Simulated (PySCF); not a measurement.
**O$_{4}$Ti$_{2}$ ((TiO2)2): density, localisation and related maps**

The calculation's input:

```
{"job": {"kind": "sp", "xc": "r2SCAN", "basis": "ma-def2-SVP", "d3": "d3bj", "grid": 3}, "charge": 0, "multiplicity": 1}
O      1.516360     0.096958    -2.089392
Ti     1.256955    -0.094530    -0.500000
O     -0.160396    -1.226592    -0.181068
Ti    -1.254904     0.095879     0.485683
O     -1.514314    -0.095604     2.075075
O      0.162530     1.227927     0.166806
```

Run with:

```sh
OMP_NUM_THREADS=1 python redox_run.py task.json out
```

Geometry: PBE-D3(BJ)/def2-SVP.

The calculation used PySCF, DFT single point, gas phase, functional r2SCAN.

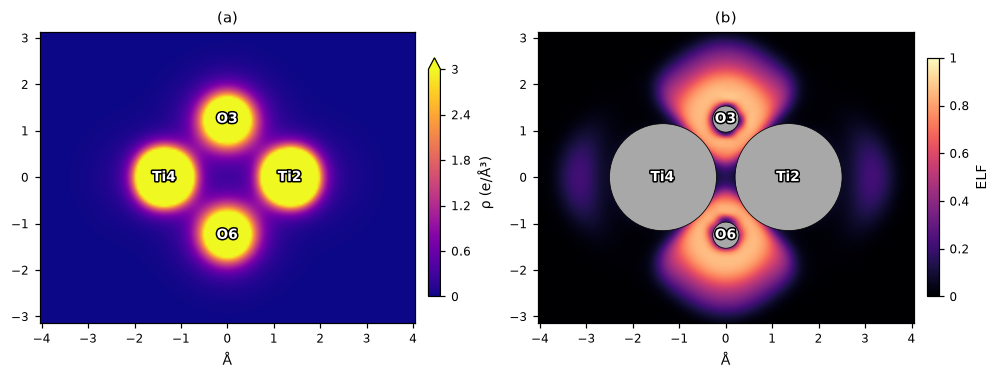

Figure 1. (a) total electron density; (b) electron localisation function on the plane of atoms Ti2, O6 and Ti4. Grey discs cover the atomic cores in the ELF map.

Question: What do the fields say about this system?

Answer:
- The plane passes through Ti and O nuclei.
- Ti–Ti (2.71 Å): the density is about 0.3 e/Å³ at the midpoint; the ELF is about 0.15 at the midpoint.
- Ti–O (1.84 Å): the density is about 0.95 e/Å³ at the midpoint; the ELF peaks at about 0.85 in the valence shell of O, 0.6 Å from its nucleus, and drops to about 0.20 between the two atoms.

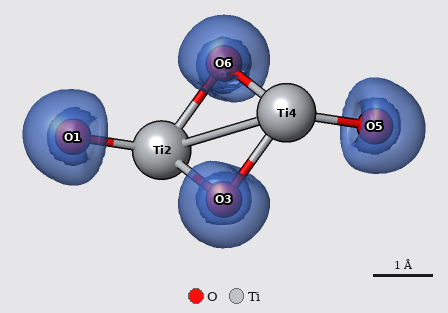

Figure 2. Isosurface of the electron localisation function at 0.8 (blue), seen at a tilt. Only the valence region is drawn (cores and ρ < 0.01 e/Å³ removed).

Question: Where are the electrons localised?

Answer: At this value the surface marks out four regions wrapped around O (the valence shell of each). Profiles from the grid: Ti–O (1.62 Å): the ELF peaks at about 0.80 in the valence shell of O, 0.5 Å from its nucleus, and drops to about 0.35 between the two atoms.
